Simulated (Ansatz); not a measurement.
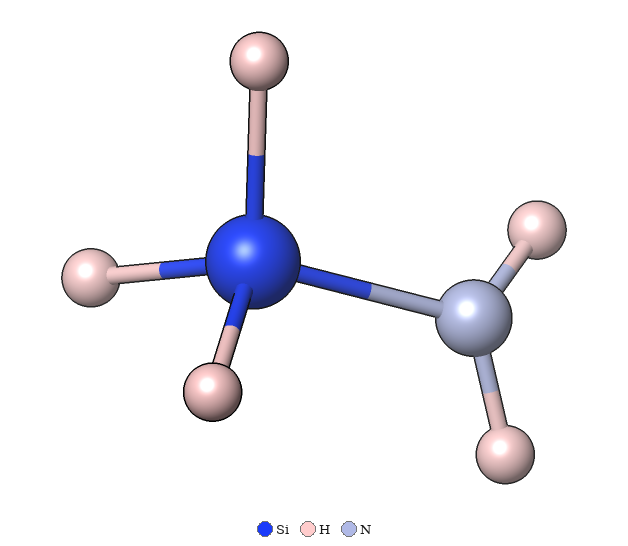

The picture shows a molecular structure as a ball-and-stick model. Every bond is drawn as one stick, whatever its order.

> Which formula does it have?

H₅NSi, 7 atoms: 5 hydrogen, 1 nitrogen and 1 silicon.

> How many sets of symmetry-equivalent atoms are there?

5: 1 Si, 2 H, 1 H, 1 N, 2 H.

The parts below concern this one geometry. Atoms keep their numbers from picture to picture. The geometry was computed by an optimisation with PBE0-D4/def2-TZVP.

## Geometry

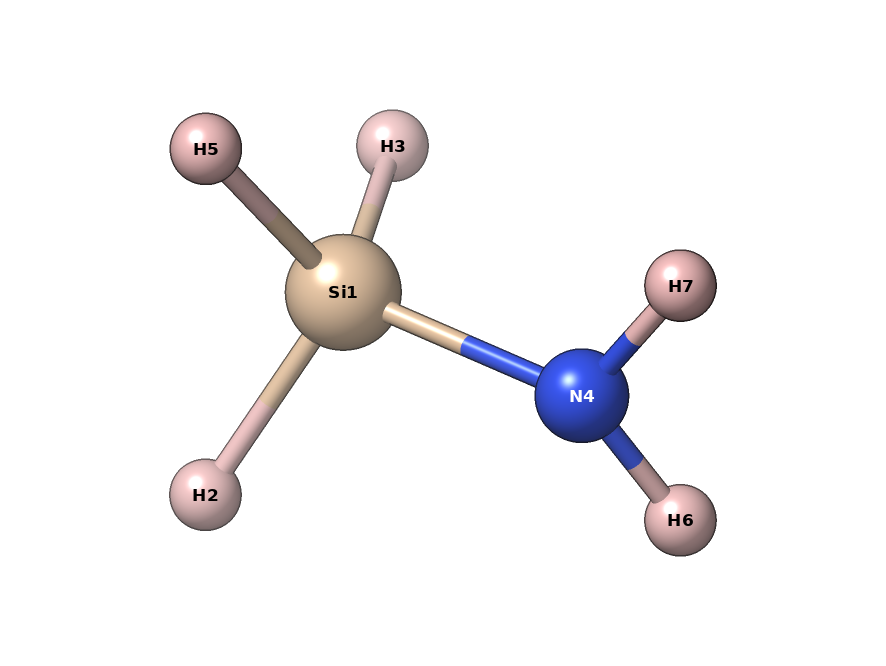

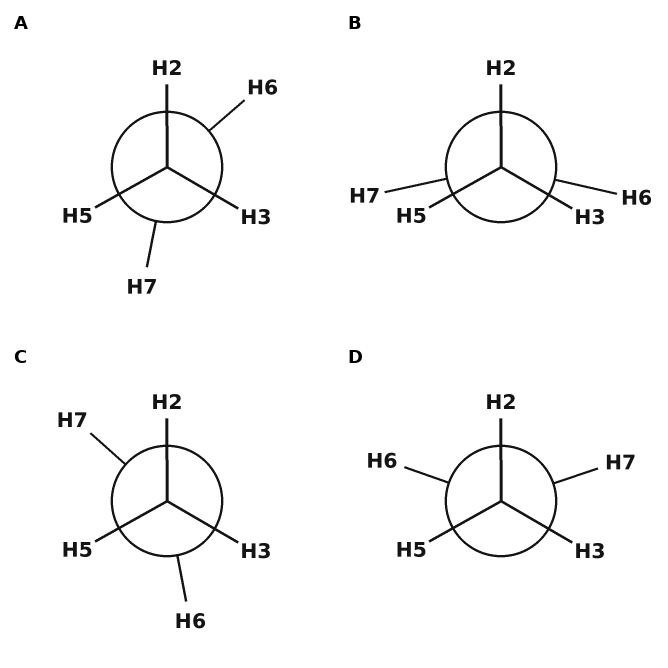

Atoms fade into the background with distance from the viewer. Bonds that would overlap in a projection are set slightly apart.

> Which Newman projection shows the view along Si1–N4, with Si1 in front?

A. The torsion angle H2–Si1–N4–H6 is 49°, synclinal (gauche).

## Vibrations

Harmonic vibrations computed with RKS PBE0-D4/def2-TZVP (Ansatz 0.2.0) at a stationary point of the same level.

> List the wavenumbers.

15 modes: 177, 391, 625, 702, 852, 917, 924, 978, 984, 1585, 2177, 2229, 2232, 3602, 3694 cm⁻¹.

## Electronic properties

Properties computed with RKS PBE0-D4/def2-TZVPP (Ansatz 0.2.0).

> Estimate the dispersion correction.

−6.7 kJ/mol.

> Give the HOMO energy (Kohn–Sham orbital) at this level.

−7.42 eV.

> Give the LUMO energy (Kohn–Sham orbital) at this level.

0.34 eV.

## Dipole moment

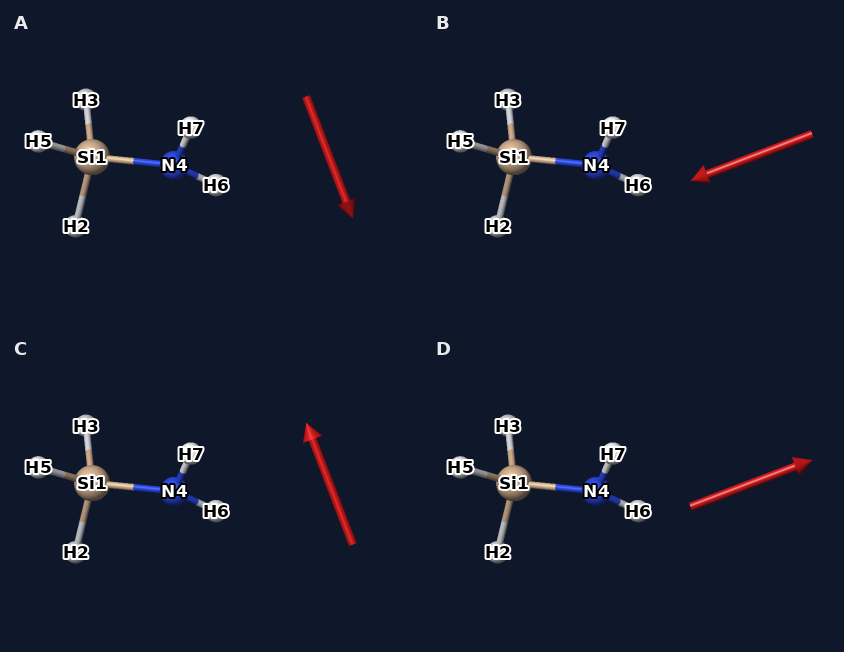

The same molecule four times, each with an arrow. Properties computed with RKS PBE0-D4/def2-TZVP (Ansatz 0.2.0).

> Which arrow points along the dipole moment, from the negative to the positive end?

D. The dipole moment is 1.37 D; it points from the side of H2, H5 to the side of H6, H7 (the outermost atoms at the two ends).

## Charges

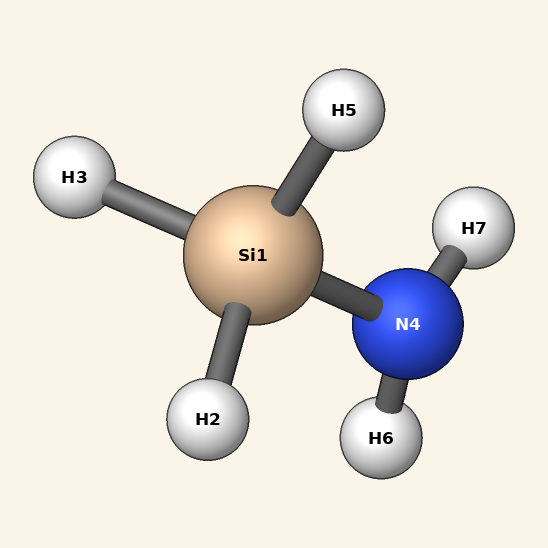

The questions are on Mulliken charges. Method: RKS PBE0-D4/def2-TZVP (Ansatz 0.2.0).

List the Mulliken charges.

```json
{"atom": "Si1", "value (e)": "0.28"}
{"atom": "H2", "value (e)": "−0.03"}
{"atom": "H3", "value (e)": "−0.05"}
{"atom": "N4", "value (e)": "−0.63"}
{"atom": "H5", "value (e)": "−0.03"}
{"atom": "H6", "value (e)": "0.24"}
{"atom": "H7", "value (e)": "0.24"}
```

Mulliken values depend strongly on the basis set and can even reverse the polarity of a bond.
